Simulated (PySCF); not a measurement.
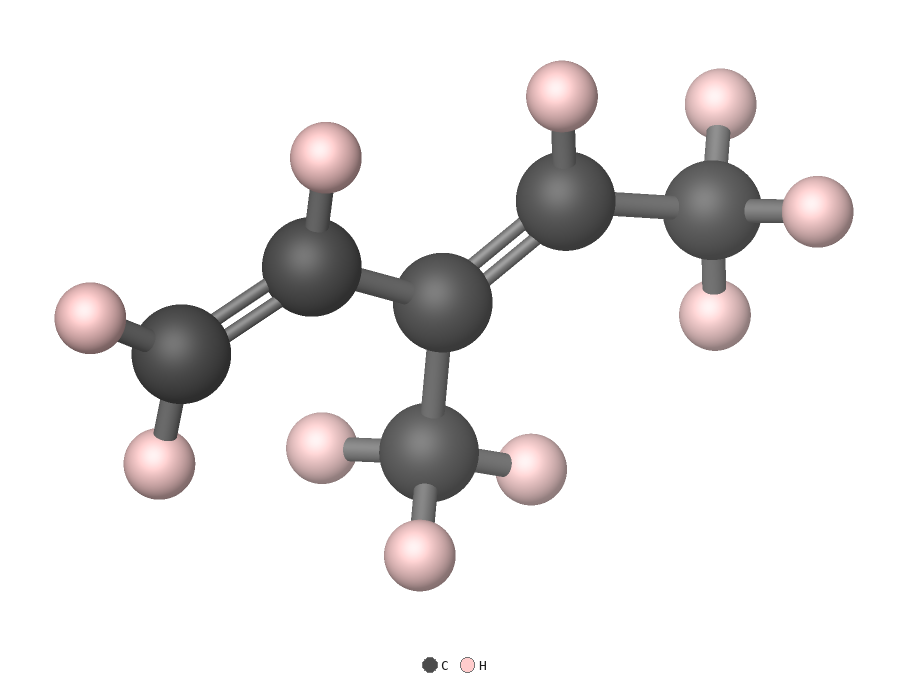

A ball-and-stick model of a molecule.

The geometry was computed by an optimisation with GFN2-xTB. No frequency run is at hand to confirm it as a minimum.

Description:

It has 16 atoms: 6 carbon and 10 hydrogen (C₆H₁₀). Its SMILES string is `C=C/C(C)=C/C`. It has no ring. Among its groups: alkene. The point group is Cs. Coordination: 4 C trigonal planar; 2 C tetrahedral.

More results for the same structure follow; atom numbers are the same in all pictures, views and colours differ.

**NMR shielding**

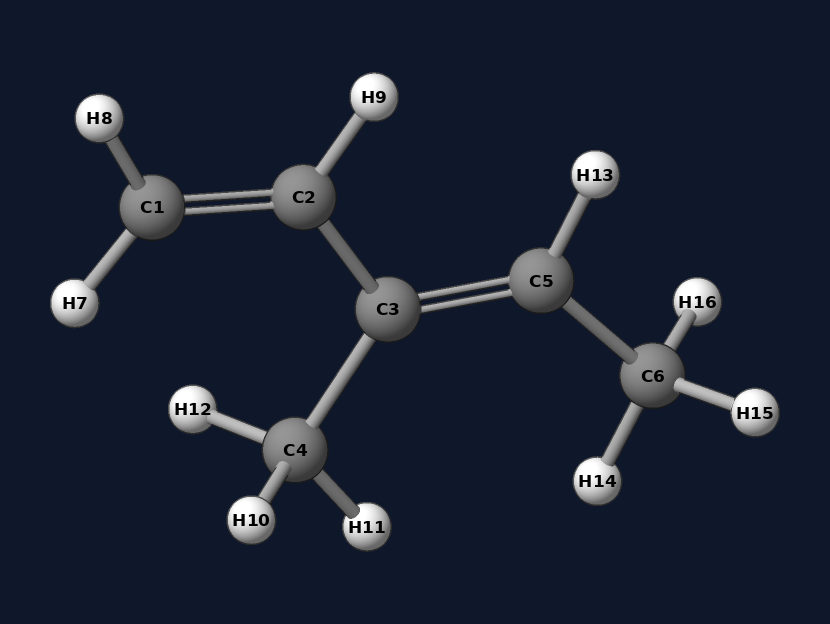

The questions are on isotropic NMR shieldings of the C atoms. No frequency run is at hand to confirm it as a minimum. Level of theory: GIAO PBE0/pcSseg-1 NMR shielding, non-relativistic, gas phase (PySCF 2.14.0).

Question: Which C atom is the most shielded (lowest chemical shift)?

Answer: C4 (173.9 ppm).

Question: Which C atom is the least shielded (highest chemical shift)?

Answer: C2 (36.8 ppm).

Question: How wide is the range of C shifts?

Answer: 137.1 ppm.

List the isotropic NMR shieldings of the C atoms.

```tsv
atom	σ (ppm)
C1	70.9
C2	36.8
C3	46.1
C4	173.9
C5	49.7
C6	169.4
```

**Bond orders**

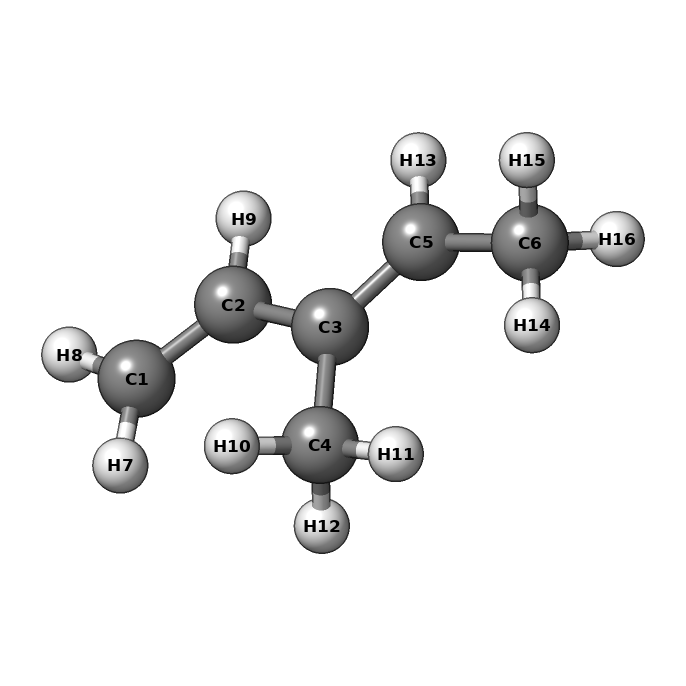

Every bond is drawn as one stick. No frequency run is at hand to confirm it as a minimum. Method: PBE0/pcSseg-1 (PySCF 2.14.0).

Question: Which bond has the highest Mayer bond order?

Answer: C1–C2, 1.93, at a length of 1.329 Å.

List the Mayer bond orders of C1–C2, C1–H7, C1–H8, C2–C3, C2–H9, C3–C4, C3–C5, C4–H11, C4–H10, C5–C6, C5–H13, C6–H14, C6–H15 (one bond of each equivalent set).

```json
{"bond": "C1–C2", "Mayer order": "1.93", "length (Å)": "1.329"}
{"bond": "C1–H7", "Mayer order": "0.94", "length (Å)": "1.076"}
{"bond": "C1–H8", "Mayer order": "0.94", "length (Å)": "1.077"}
{"bond": "C2–C3", "Mayer order": "1.09", "length (Å)": "1.458"}
{"bond": "C2–H9", "Mayer order": "0.96", "length (Å)": "1.084"}
{"bond": "C3–C4", "Mayer order": "1.07", "length (Å)": "1.500"}
{"bond": "C3–C5", "Mayer order": "1.78", "length (Å)": "1.338"}
{"bond": "C4–H11", "Mayer order": "0.95", "length (Å)": "1.085"}
{"bond": "C4–H10", "Mayer order": "0.94", "length (Å)": "1.089"}
{"bond": "C5–C6", "Mayer order": "1.08", "length (Å)": "1.491"}
{"bond": "C5–H13", "Mayer order": "0.96", "length (Å)": "1.084"}
{"bond": "C6–H14", "Mayer order": "0.96", "length (Å)": "1.085"}
{"bond": "C6–H15", "Mayer order": "0.95", "length (Å)": "1.090"}
```

**Dipole moment**

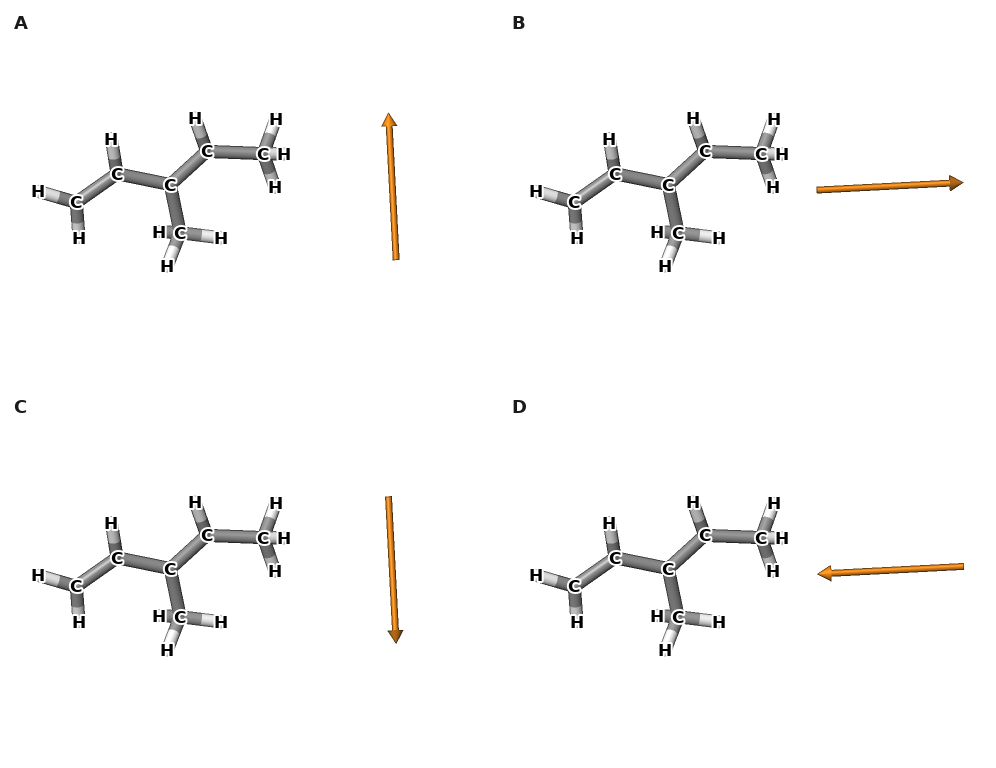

The same molecule four times, each with an arrow. No frequency run is at hand to confirm it as a minimum. Method: PBE0/pcSseg-1, gas phase (PySCF 2.14.0).

Question: Which arrow points along the dipole moment, from the negative to the positive end?

Answer: B. The dipole moment is 0.74 D.

**Charges**

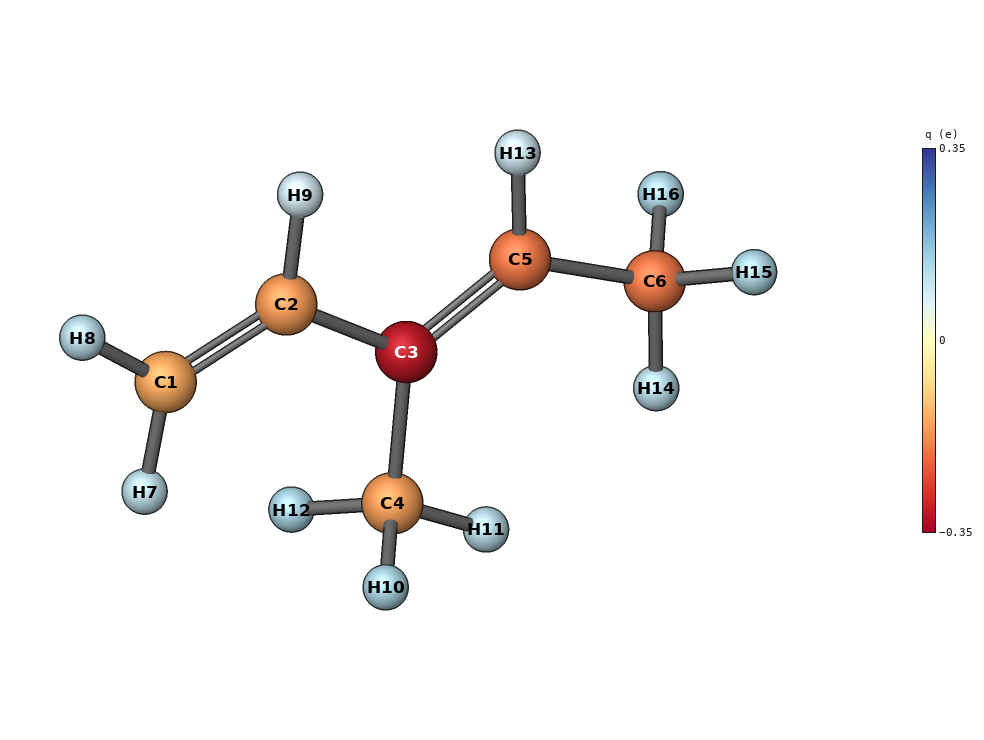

Atoms are coloured by their Mulliken charges. No frequency run is at hand to confirm it as a minimum. Level of theory: PBE0/pcSseg-1, gas phase (PySCF 2.14.0).

Question: Which atom carries the highest charge (most positive or least negative)?

Answer: H10, H12, H15, H16 (0.13 e).

Question: And the lowest?

Answer: C3 (−0.31 e).

Give the Mulliken charges atom by atom.

| atom | value (e) |
| --- | --- |
| C1 | −0.14 |
| C2 | −0.16 |
| C3 | −0.31 |
| C4 | −0.15 |
| C5 | −0.19 |
| C6 | −0.19 |
| H7 | 0.11 |
| H8 | 0.11 |
| H9 | 0.08 |
| H10 | 0.13 |
| H11 | 0.12 |
| H12 | 0.13 |
| H13 | 0.09 |
| H14 | 0.11 |
| H15 | 0.13 |
| H16 | 0.13 |

Mulliken values depend strongly on the basis set and can even reverse the polarity of a bond.
